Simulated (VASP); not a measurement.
Band structure of CoGa (CsCl type). All values below come from PBE GGA with D4 dispersion, VASP's PBE PAW potentials (set 64) (plane waves; VASP).

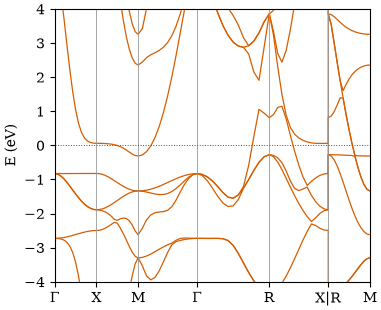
Bands along high-symmetry lines, zero at the valence-band maximum or, without a gap, the Fermi level

### Question
Read the plot: is there a gap, and where are the band edges?

### Answer
It has no gap at this level: it comes out as a metal or semimetal. (Edges off the drawn lines would not show.)

The compound is CoGa in the CsCl type structure. It was relaxed first. The run is not spin-polarised, so no magnetic state was tried.
